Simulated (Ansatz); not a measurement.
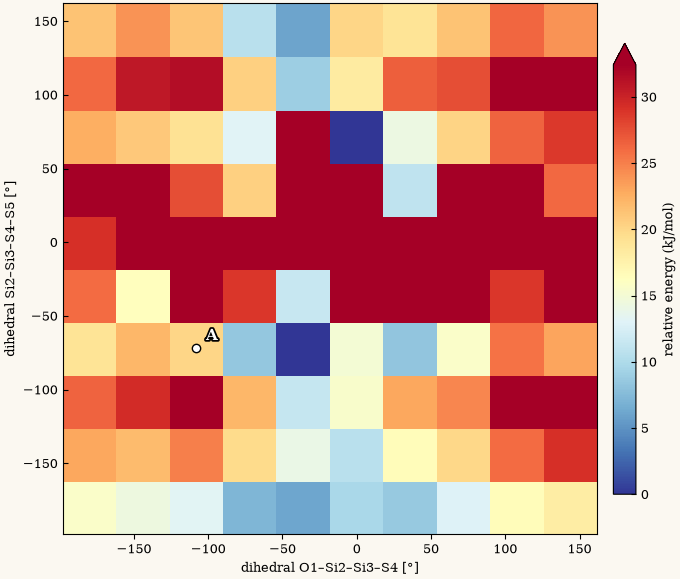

H₆OS₂Si₂, SMILES O[SiH2][SiH2]SS. Coordinates scanned: (1) dihedral O1–Si2–Si3–S4; (2) dihedral Si2–Si3–S4–S5. Nothing is relaxed (all other coordinates rigid). The grid has 10 × 10 points. Points are written as (first, second). All energies are given in kJ/mol relative to the lowest grid point. Energies and slopes of some neighbouring points disagree (a jump in structure or state, or too coarse a mesh). All numbers below come from Ansatz, RKS PBE-D4/def2-SVP.

Drawn: one coloured cell a grid point, one colour for all values above the top of the scale, the point A.

Which way does the force act at A, and how strong is it?

A, at (−108°, −72°), is not a stationary point. The computed force is 0.23 kJ/mol for each degree towards larger values of dihedral O1–Si2–Si3–S4 and 0.39 kJ/mol for each degree towards larger values of dihedral Si2–Si3–S4–S5.
